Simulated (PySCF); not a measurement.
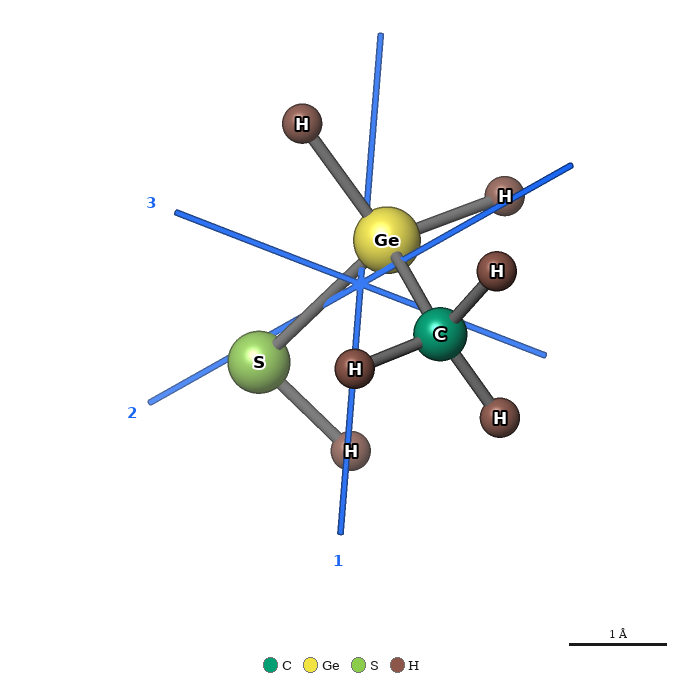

The three principal axes of inertia are drawn and numbered. Distant atoms are faded towards the background colour. The geometry was computed by an optimisation with PBE0-D3(BJ)/def2-SVP. No frequency run is at hand to confirm it as a minimum. Masses are those of the most abundant isotopes; constants are for the rigid equilibrium geometry.

Which line is the a axis (least moment of inertia), which b and which c?

Answer. a is line 2, b is line 1, c is line 3; the moments are 46.5, 159, 193 u Å².

Classify the rotor and give the rotational constants (GHz).

Answer. An asymmetric top (C1): A = 10.9, B = 3.17, C = 2.62 GHz. Ray's parameter κ is −0.86, close to the prolate limit.
